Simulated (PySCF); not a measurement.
# C5H7NSSe: the cost of one run

Computed with PySCF 2.14.0 and routines of our own; the level stands in each step. Atoms count from 0.

### Step 1. The system as given

15 atoms, charge -1, multiplicity 2; geometry from: GFN2-xTB.

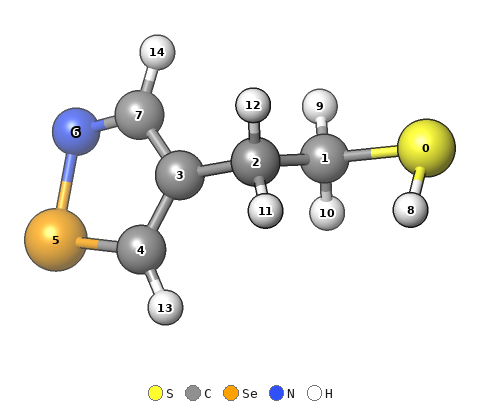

The starting geometry (sulfur yellow, carbon grey, selenium orange, nitrogen blue, hydrogen white).

### Step 2. Open-shell or spin-flip excitations: unrestricted TDA CAM-B3LYP/def2-SVP in acetone

The job: settings as JSON, then the geometry in Å.

```
{"job": {"kind": "uabs", "xc": "CAM-B3LYP", "basis": "def2-SVP", "nstates": 10, "tda": true, "solvent": "acetone", "pol": false}, "charge": -1, "multiplicity": 2}
S      3.240564    -0.394260    -0.500150
C      1.371605    -0.635392    -0.347980
C      0.611031     0.652311    -0.081462
C     -0.830411     0.307848     0.103273
C     -1.462878     0.217515     1.349616
Se    -3.211305    -0.451809     1.092171
N     -2.941516    -0.367543    -0.720871
C     -1.698269     0.044515    -0.949401
H      3.264448     0.287642     0.650969
H      1.077191    -1.084868    -1.294693
H      1.222686    -1.358128     0.455000
H      1.006789     1.133499     0.820565
H      0.748714     1.336044    -0.925292
H     -0.991376     0.173944     2.316624
H     -1.411687     0.146670    -1.990283
```

Level: unrestricted TDA CAM-B3LYP/def2-SVP, vertical, IEF-PCM acetone (non-equilibrium linear response), core orbitals frozen in the response.

The run is started by

```bash
> OMP_NUM_THREADS=1 python excited_run.py task.json out
```

One launch serves the whole session: the jobs run in the order shown.

**Question.** How long does this first job take on 1 thread of Arm Neoverse N1, shared host, and how much memory does it need?

About 1.8 min, with a peak of 0.81 GiB.
